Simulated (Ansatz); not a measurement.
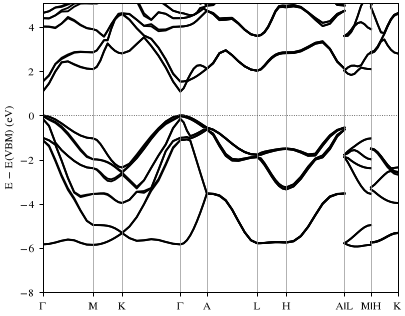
Band structure from r²SCAN with spin–orbit coupling (plane waves, PAW; program Ansatz)

Problem. Read off the gap and where the band edges lie.

Solution. About 1.1 eV (1.07 eV by a search for the band edges); maximum at Γ, minimum at Γ.

The material is InP (wurtzite, space group No. 186).

Space group P6_3mc (wurtzite). The workflow started from a Materials Project entry (that database holds measured and hypothetical structures alike); the Crystallography Open Database copy checked does not list it. It is not the phase usual at ambient conditions (space group No. 216). The cell was relaxed with r²SCAN under the symmetry of its start; its stability against distortions is not shown here.

Potentials: the later of the program's two PAW sets.
